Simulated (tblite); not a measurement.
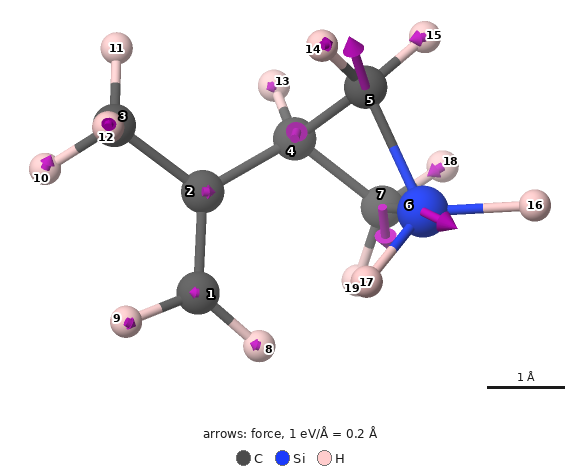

Starting geometry of C6H12Si with the computed forces as purple arrows. A ball-and-stick model, seen face on.

Level of theory: GFN2-xTB geometry optimisation, gas phase (tblite 0.8.0). 

Is this structure relaxed? If not, where do the atoms go?

Answer. It isn't relaxed: the largest force vector, on C5, is 4.49 eV/Å. The final displacements have little in common with the starting forces (cosine between the two patterns 0.05). The atom that moves furthest after the best rigid fit is H17 (2.04 Å). Largest moves by element: H 2.04 Å, C 0.97 Å, Si 0.86 Å. Some distances before and after: C5–Si6 1.827 → 1.908 Å, Si6–C7 1.838 → 1.908 Å, C4–C5 1.492 → 1.552 Å, C4–C7 1.498 → 1.553 Å. Bond angles that change, for instance: C5–C4–C7 88.0° → 99.5°, Si6–C7–H18 109.4° → 118.0°, C5–Si6–C7 69.0° → 76.7°. Groups turn about C2–C4 by about 50°, C2–C3 by about 45°. After 153 geometry steps the energy has fallen by 110.0 kJ/mol.
